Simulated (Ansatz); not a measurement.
**AlH₄+ (singlet): correlated methods under varied settings at distance H2–H3 = 0.826 Å**

What do other methods and options give for AlH₄+ (singlet) at this geometry, and how long do they take?

The runs use Ansatz 0.2.0, Gaussian basis; the settings change from run to run.

52 further runs of the same task are left out: 33 for a known fault of the program, 1 for a mislabelled method, 13 that didn't finish, 5 set aside as unsound or not needed.

## (1) The geometry

The geometry derives from a PBE0/def2-TZVP stationary point (not a proven minimum). One bond is set to the value named and the two fragments are kept rigid.

5 atoms, charge 1, spin multiplicity 1.

Atoms are counted from 1 here; the program's logs count them from 0.

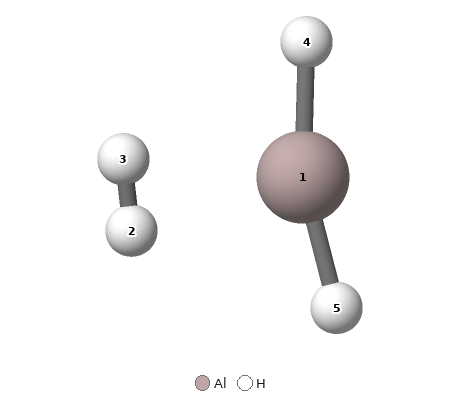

The geometry (aluminium light grey, hydrogen white); atoms are numbered from 1 in the order of the file.

Coordinates:

```xyz
5

Al    0.0000   -0.0018   -0.1186
H     0.0000   -0.3866    1.9224
H     0.0000    0.4394    1.9224
H     0.0000    1.5351   -0.3348
H     0.0000   -1.5388   -0.3348
```

## (2) HF/def2-TZVP

Input file in.yaml:

```yaml
crystal:
  periodic: [false, false, false]
  atoms:
    - {symbol: Al, position_ang: [0.000000, -0.001833, -0.118619]}
    - {symbol: H, position_ang: [0.000001, -0.386626, 1.922431]}
    - {symbol: H, position_ang: [-0.000001, 0.439374, 1.922431]}
    - {symbol: H, position_ang: [-0.000002, 1.535102, -0.334770]}
    - {symbol: H, position_ang: [0.000002, -1.538768, -0.334771]}
basis:
  gaussian: {orbitals: def2-TZVP}
total_charge: 1
magnetization: {spin_polarized: false}
hamiltonian: {xc: hf}
scf: {lower_state_search: light}
output: {forces: true, orbitals: {seedname: orbitals}}
```

The run is started by

```
ansatz run in.yaml --threads 1 --pin off --events-out ev --progress --plain --max-ram 2393MiB
```

The program printed:

```text
Functional definition: HF
  name "HF"
  cite "Fock, Z. Phys. 61, 126 (1930) doi:10.1007/BF01340294"
  parent pbe
  exchange = exact_x
  correlation = 0
493 factors; their error is unknown
mean field evaluation 1: about -6636.9427 eV, gradient 9.1e0 eV
mean field evaluation 2: about -6637.4064 eV, gradient 2.5e0 eV
mean field evaluation 4: about -6637.4456 eV, gradient 2.4e-1 eV
mean field evaluation 8: about -6637.5064 eV, gradient 1.5e-5 eV
mean field -6637.50643927 eV, -243.9238625796 hartree, gradient 5.8e-5 eV, S^2 0.000000; 0 other end points of the search recorded, 0 dependent functions left out
the calculation of the forces begins
reference -6637.50643927 eV, -243.9238625796 hartree; 8, 8 occupied and 53, 53 virtual orbitals, 493 factors
Total energy: -6637.50643927 eV, -243.9238625796 hartree
Atom 0 at     0.000000    -0.001833    -0.118619 Å, force    -0.000000     0.030475    -0.100732 eV/Å
Atom 1 at     0.000001    -0.386626     1.922431 Å, force    -0.000003     2.053651     0.090571 eV/Å
Atom 2 at    -0.000001     0.439374     1.922431 Å, force     0.000003    -2.080641     0.051099 eV/Å
Atom 3 at    -0.000002     1.535102    -0.334770 Å, force     0.000000    -0.244526    -0.034142 eV/Å
Atom 4 at     0.000002    -1.538768    -0.334771 Å, force    -0.000000     0.241041    -0.006796 eV/Å
Dipole moment:     0.000000     0.001565     0.236277 e Å
```

It took 0.24 s on 1 thread of Arm Neoverse V1, shared host.

## (3) HF/def2-TZVP

Edit in.yaml of step 2 so:

```diff
@@ -9,3 +9,3 @@
 basis:
-  gaussian: {orbitals: def2-TZVP}
+  gaussian: {orbitals: def2-TZVP, point_charges: [{charge: 0.50, position_ang: [4.354, -0.151, -0.002]}]}
 total_charge: 1
@@ -13,3 +13,2 @@
 hamiltonian: {xc: hf}
-scf: {lower_state_search: light}
-output: {forces: true, orbitals: {seedname: orbitals}}
+output: {orbitals: {seedname: orbitals}}
```

Launched as before.

The program printed:

```text
Functional definition: HF
  name "HF"
  cite "Fock, Z. Phys. 61, 126 (1930) doi:10.1007/BF01340294"
  parent pbe
  exchange = exact_x
  correlation = 0
493 factors; their error is unknown
mean field evaluation 1: about -6635.2902 eV, gradient 9.1e0 eV
mean field evaluation 2: about -6635.7509 eV, gradient 2.5e0 eV
mean field evaluation 4: about -6635.7898 eV, gradient 2.4e-1 eV
mean field evaluation 8: about -6635.8506 eV, gradient 1.6e-5 eV
mean field -6635.85062200 eV, -243.8630124174 hartree, gradient 1.6e-5 eV, S^2 0.000000; 0 other end points of the search recorded, 0 dependent functions left out
reference -6635.85062200 eV, -243.8630124174 hartree; 8, 8 occupied and 53, 53 virtual orbitals, 493 factors
Total energy: -6635.85062200 eV, -243.8630124174 hartree
```

Run time: 0.18 s. Hardware: 1 thread of Arm Neoverse V1, shared host.

## (4) CCSDT(Q)/B on UHF/cc-pVDZ

Edit in.yaml of step 3 so:

```diff
@@ -9,6 +9,5 @@
 basis:
-  gaussian: {orbitals: def2-TZVP, point_charges: [{charge: 0.50, position_ang: [4.354, -0.151, -0.002]}]}
+  gaussian: {orbitals: cc-pVDZ}
 total_charge: 1
-magnetization: {spin_polarized: false}
-hamiltonian: {xc: hf}
-output: {orbitals: {seedname: orbitals}}
+magnetization: {spin_polarized: true, initial_magnetization: 0}
+correlation: {method: ccsdt_q_b, electrons: outside_noble_gas}
```

Launched as before.

The program printed, shortened:

```text
Functional definition: HF
  name "HF"
  cite "Fock, Z. Phys. 61, 126 (1930) doi:10.1007/BF01340294"
  parent pbe
[...]
704 factors; integrals over basis functions are off by at most 2.2e-7 eV
[...]
mean field -6637.25673446 eV, -243.9146860971 hartree, gradient 4.6e-6 eV, S^2 0.000000; 0 other end points of the search recorded, 0 dependent functions left out
5 core orbitals not correlated: weight in the atoms' cores, before any rotation towards them, 1.000 or more for the frozen orbitals, at most 0.000 for the correlated occupied ones
reference -6637.25673446 eV, -243.9146860971 hartree; 3, 3 occupied and 30, 30 virtual orbitals, 704 factors
second order -2.18593786 eV of doubles, -0.00000000 eV of singles
cycle   1  -2.68113532 eV  change   -5.0e-1 eV  update   5.4e-2
[...]
cycle  12  -2.92116363 eV  change   -8.2e-8 eV  update   2.4e-7
perturbative correction -0.00069045 eV, -0.0000253735 hartree
Total energy: -6640.17858853 eV, -244.0220622539 hartree
```

It took 5.5 s on 1 thread of Arm Neoverse V1, shared host.

From the report: ⟨S²⟩ of the determinant 0.000 (pure singlet: 0.00); correlation -2.9219 eV; T1 0.009; largest double amplitude 0.07.

## (5) CCSDT(Q) on UHF/def2-SVP

Edit in.yaml of step 4 so:

```diff
@@ -9,5 +9,6 @@
 basis:
-  gaussian: {orbitals: cc-pVDZ}
+  gaussian: {orbitals: def2-SVP}
 total_charge: 1
 magnetization: {spin_polarized: true, initial_magnetization: 0}
-correlation: {method: ccsdt_q_b, electrons: outside_noble_gas}
+correlation: {method: ccsdt_q, electrons: valence}
+output: {forces: true}
```

Same command.

The program printed, shortened:

```text
Functional definition: HF
  name "HF"
  cite "Fock, Z. Phys. 61, 126 (1930) doi:10.1007/BF01340294"
  parent pbe
[...]
634 factors; integrals over basis functions are off by at most 2.6e-7 eV
[...]
mean field -6635.11734914 eV, -243.8360651367 hartree, gradient 6.7e-6 eV, S^2 0.000000; 0 other end points of the search recorded, 0 dependent functions left out
5 core orbitals not correlated: weight in the atoms' cores, before any rotation towards them, 1.000 or more for the frozen orbitals, at most 0.000 for the correlated occupied ones
reference -6635.11734914 eV, -243.8360651367 hartree; 3, 3 occupied and 30, 30 virtual orbitals, 634 factors
second order -2.17985976 eV of doubles, -0.00000000 eV of singles
cycle   1  -2.65709128 eV  change   -4.8e-1 eV  update   5.2e-2
[...]
cycle  12  -2.88796148 eV  change   -6.2e-8 eV  update   2.3e-7
perturbative correction -0.00063985 eV, -0.0000235141 hartree
[...]
Total energy: -6638.00595047 eV, -243.9422192777 hartree
Atom 0 at     0.000000    -0.001833    -0.118619 Å, force    -0.000000     0.029370     0.061889 eV/Å
Atom 1 at     0.000001    -0.386626     1.922431 Å, force    -0.000002     1.455462     0.004784 eV/Å
Atom 2 at    -0.000001     0.439374     1.922431 Å, force     0.000002    -1.480925    -0.026612 eV/Å
Atom 3 at    -0.000002     1.535102    -0.334770 Å, force     0.000000    -0.089992    -0.032244 eV/Å
Atom 4 at     0.000002    -1.538768    -0.334771 Å, force    -0.000000     0.086085    -0.007816 eV/Å
Dipole moment:     0.000000     0.001322     0.226587 e Å
```

Run time: 25 s. Hardware: 1 thread of Arm Neoverse V1, shared host; peak memory 0.54 GiB.

From the report: ⟨S²⟩ of the determinant 0.000 (pure singlet: 0.00); correlation -2.8886 eV; T1 0.010; largest double amplitude 0.06.

## (6) All runs side by side

Where basis and cores are those of an earlier FCI/cc-pVDZ run (-6640.1788 eV), and the state is the same kind, the miss against it is given.

```csv
level,correlated,functions,energy (eV),from FCI (meV),time
HF/def2-TZVP,,61,-6637.5064,,0.24 s
HF/def2-TZVP (beside a point charge),,61,-6635.8506,,0.18 s
CCSDT(Q)/B on UHF/cc-pVDZ,outside noble gas,38,-6640.1786,0.3,5.5 s
CCSDT(Q) on UHF/def2-SVP,valence,38,-6638.0060,,25 s
```

## (7) Outcome

| quantity | value |
| --- | --- |
| runs | 4 |
| quickest | HF/def2-TZVP (beside a point charge), 0.18 s |
| slowest | CCSDT(Q) on UHF/def2-SVP, 25 s |

**Reading.** Total energies in different bases, with other cores or another treatment of relativity can't be set against each other. CCSDT(Q) on UHF/def2-SVP took 139 times as long as HF/def2-TZVP (beside a point charge); the jobs differ in more than the method.
